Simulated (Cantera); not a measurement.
A closed system holds: 1 mol MgSO₄, 1.7 mol H₂O, equilibrated at 1330 Pa.

Equilibrium computed with Cantera from the NASA thermochemical tables; the gas is ideal and each condensed phase is pure. Candidate condensed phases: H₂O, H₂SO₄, Mg, MgO, Mg(OH)₂, MgS, MgSO₄, S; 26 gas species. Kinetics and transport are ignored.

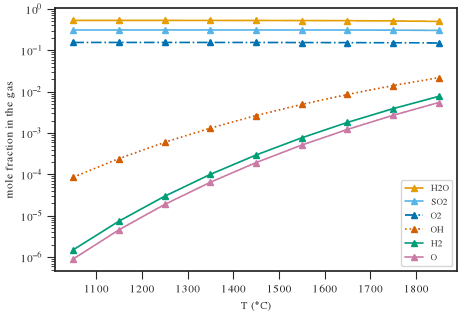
*Equilibrium gas composition (values under 1e-9 drawn at 1e-9)*

From 1050 °C to 1850 °C the condensed part is MgO(s).
